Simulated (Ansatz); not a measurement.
**CCSD(T)/cc-pVDZ run of C2H8GaN (SMILES [CH3][Ga]([CH3])[NH2])**

What is the electronic atomisation energy of C2H8GaN at CCSD(T)/cc-pVDZ? 

The calculation is run with Ansatz 0.2.0.

41 further runs of the same task are left out: 41 set aside as unsound or not needed.

## (1) The structure to begin with

C2H8GaN has 12 atoms, charge 0, and is taken as a singlet. SMILES: `[CH3][Ga]([CH3])[NH2]`. The coordinates come from a PBE0-D4/def2-TZVP relaxation.

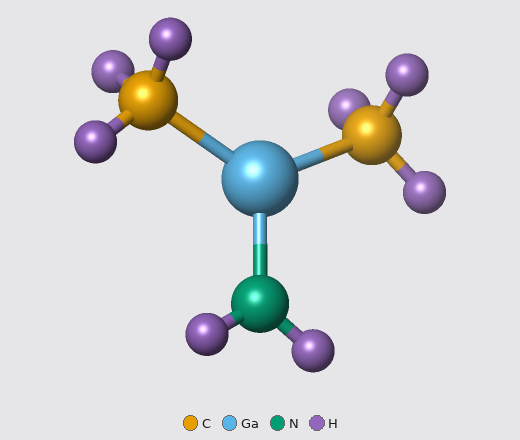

Viewed from a chosen angle; carbon amber, gallium blue, nitrogen teal, hydrogen purple.

## (2) The energy at CCSD(T)/cc-pVDZ

molecule.yaml

```yaml
crystal:
  periodic: [false, false, false]
  atoms:
    - symbol: C
      position_ang: [-0.496600, 1.795100, -0.383100]
    - symbol: Ga
      position_ang: [-0.078800, -0.097900, -0.052000]
    - symbol: C
      position_ang: [1.442300, -0.783000, 0.989400]
    - symbol: "N"
      position_ang: [-1.206800, -1.333200, -0.779100]
    - symbol: H
      position_ang: [-1.389900, 1.910300, -0.999000]
    - symbol: H
      position_ang: [-0.659300, 2.323300, 0.559900]
    - symbol: H
      position_ang: [0.336100, 2.290100, -0.889200]
    - symbol: H
      position_ang: [1.414300, -0.397200, 2.011600]
    - symbol: H
      position_ang: [1.443400, -1.873300, 1.034100]
    - symbol: H
      position_ang: [2.387700, -0.456700, 0.548400]
    - symbol: H
      position_ang: [-2.017200, -1.104900, -1.329400]
    - symbol: H
      position_ang: [-1.098200, -2.328000, -0.677500]
basis:
  gaussian:
    orbitals: cc-pVDZ
correlation:
  method: ccsd_t
  frozen_orbitals: {C: 1, Ga: 9, H: 0, "N": 1}
accuracy: high
scf:
  omitted_lower_state_checks: [cluster_reference, increment]
```

Run with:

```
$ ansatz run molecule.yaml --threads 1 --pin off --max-ram 3480MiB --events-out events.jsonl --progress --plain --runs-dir runs
```

The program printed, shortened:

```text
Warning: RAYON_NUM_THREADS=1 ignored (pool sized by the plan → 1); use --threads N
Functional definition: HF
  name "HF"
[...]
2608 factors; integrals over basis functions are off by at most 4.7e-9 eV
[...]
mean field -56003.41557609 eV, -2058.0875619427 hartree, gradient 3.4e-8 eV, S^2 0.000000; 0 other end points of the search recorded, 0 dependent functions left out
12 core orbitals not correlated: weight in the atoms' cores, before any rotation towards them, 1.000 or more for the frozen orbitals, at most 0.000 for the correlated occupied ones
reference -56003.41557609 eV, -2058.0875619427 hartree; 17, 17 occupied and 80, 80 virtual orbitals, 2608 factors
second order -15.22552638 eV of doubles, -0.00000000 eV of singles
cycle   1  -16.10071562 eV  change   -8.8e-1 eV  update   8.9e-2
[...]
cycle  19  -16.61020318 eV  change   -2.8e-9 eV  update   2.9e-9
perturbative correction -0.47973675 eV, -0.0176300004 hartree
Total energy: -56020.50551602 eV, -2058.7156056513 hartree
Checks for a lower state left out: cluster_reference, increment
```

Wall time 78 s (1 thread of Arm Neoverse V1, shared host); peak memory 0.93 GiB.

## (3) The C atom at the same level

run.yaml

```yaml
crystal:
  periodic: [false, false, false]
  atoms:
    - {symbol: C, position_ang: [0.000000, 0.000000, 0.000000]}
basis:
  gaussian:
    orbitals: cc-pVDZ
scf:
  omitted_lower_state_checks: [cluster_reference, increment]
accuracy: high
magnetization:
  spin_polarized: true
  initial_magnetization: 2
correlation:
  method: ccsd_t
  frozen_orbitals: {C: 1}
```

Run with:

```
$ ansatz run run.yaml --threads 1 --pin off --max-ram 3480MiB --events-out events.jsonl --progress --plain --runs-dir runs
```

The program printed, shortened:

```text
Warning: RAYON_NUM_THREADS=1 ignored (pool sized by the plan → 1); use --threads N
[... 2 set-up lines as earlier in the session ...]
[...]
96 factors; integrals over basis functions are off by at most 1.3e-9 eV
[...]
mean field -1025.50311696 eV, -37.6865444373 hartree, gradient 3.1e-8 eV, S^2 2.006315; 3 other end points of the search recorded, 0 dependent functions left out
1 core orbitals not correlated: weight in the atoms' cores, before any rotation towards them, 1.000 or more for the frozen orbitals, at most 0.000 for the correlated occupied ones
reference -1025.50311696 eV, -37.6865444373 hartree; 3, 1 occupied and 10, 12 virtual orbitals, 96 factors
second order -1.40860440 eV of doubles, -0.00000000 eV of singles
cycle   1  -1.78903127 eV  change   -3.8e-1 eV  update   4.6e-2
[...]
cycle  14  -1.98388429 eV  change  -1.4e-10 eV  update  4.8e-10
perturbative correction -0.02520549 eV, -0.0009262847 hartree
Total energy: -1027.51220674 eV, -37.7603771251 hartree
Checks for a lower state left out: cluster_reference, increment
```

Run time: 0.2 s. Hardware: 1 thread of Arm Neoverse V1, shared host.

## (4) The Ga atom, same level

input.yaml

```yaml
crystal:
  periodic: [false, false, false]
  atoms:
    - {symbol: Ga, position_ang: [0.000000, 0.000000, 0.000000]}
basis:
  gaussian:
    orbitals: cc-pVDZ
scf:
  omitted_lower_state_checks: [cluster_reference, increment]
accuracy: high
magnetization:
  spin_polarized: true
  initial_magnetization: 1
correlation:
  method: ccsd_t
  frozen_orbitals: {Ga: 9}
```

Run the same way, it converges to -1923.25369 Eh (log not shown).

## (5) The H atom: the energy at UHF/cc-pVDZ

input.yaml

```yaml
crystal:
  periodic: [false, false, false]
  atoms:
    - symbol: H
      position_ang: [0.000000, 0.000000, 0.000000]
basis:
  gaussian: {orbitals: cc-pVDZ}
magnetization: {spin_polarized: true, initial_magnetization: 1}
hamiltonian: {xc: hf}
accuracy: high
```

Run the same way, it converges to -0.49928 Eh (log not shown).

## (6) The N atom, same level

molecule.yaml

```yaml
crystal:
  periodic: [false, false, false]
  atoms:
    - symbol: N
      position_ang: [0.000000, 0.000000, 0.000000]
basis:
  gaussian: {orbitals: cc-pVDZ}
magnetization: {spin_polarized: true, initial_magnetization: 3}
accuracy: high
correlation: {method: ccsd_t, frozen_orbitals: {"N": 1}}
scf: {omitted_lower_state_checks: [cluster_reference, increment]}
```

Run the same way, it converges to -54.47850 Eh (log not shown).

## (7) Summary of results

Level: CCSD(T)/cc-pVDZ, 12 core orbitals frozen.

| quantity | value |
| --- | --- |
| molecule: total energy | -2058.71561 Eh |
| molecule: correlation energy (12 core orbitals frozen) | -628.0 mEh |
| molecule: (T) correction | -17.63 mEh |
| molecule: T1 diagnostic | 0.011 |
| C atom: total energy | -37.76038 Eh |
| C atom: correlation energy (1 core orbital frozen) | -73.8 mEh |
| C atom: (T) correction | -0.93 mEh |
| C atom: ⟨S²⟩ of the reference determinant | 2.006 |
| C atom: T1 diagnostic | 0.007 |
| Ga atom: total energy | -1923.25369 Eh |
| Ga atom: correlation energy (9 core orbitals frozen) | -61.5 mEh |
| Ga atom: (T) correction | -1.71 mEh |
| Ga atom: ⟨S²⟩ of the reference determinant | 0.760 |
| Ga atom: T1 diagnostic | 0.007 |
| H atom: total energy | -0.49928 Eh |
| H atom: ⟨S²⟩ | 0.750 |
| N atom: total energy | -54.47850 Eh |
| N atom: correlation energy (1 core orbital frozen) | -87.4 mEh |
| N atom: (T) correction | -0.63 mEh |
| N atom: ⟨S²⟩ of the reference determinant | 3.754 |
| N atom: T1 diagnostic | 0.004 |
| electronic atomisation energy | 39.958 eV |

Taking the molecule apart into free atoms costs 39.96 eV (3855 kJ/mol), before zero-point energy and without spin-orbit coupling. The triples (molecule) make up 2.8 % of the correlation energy. The triples (C atom) make up 1.3 % of the correlation energy. The triples (Ga atom) make up 2.8 % of the correlation energy. The triples (N atom) make up 0.7 % of the correlation energy.
